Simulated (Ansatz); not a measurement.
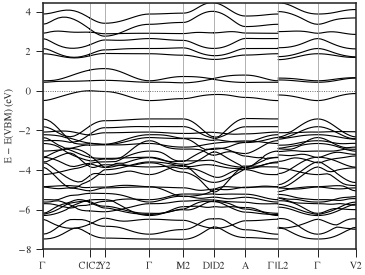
Figure: Band structure from the program Ansatz at the r²SCAN+D4 level (PAW)

**Question.** Read off the gap and where the band edges lie.

**Answer.** About 0.4 eV (0.40 eV by a search for the band edges); maximum at C, minimum at M2.

The material is WCl₄ in space group C2/m (No. 12; W on 4g, Cl on 4i, Cl on 4i, Cl on 8j).

The first step of the workflow began from a Materials Project structure, measured or hypothetical; the Crystallography Open Database copy checked does not list it. Its standing as an ambient phase is unchecked. The r²SCAN+D4 relaxation kept the symmetry of its start; its stability against distortions is not shown here. No spin polarisation was allowed. Spin–orbit coupling is left out wherever it is not named.

Potentials: the later of the program's two PAW sets.
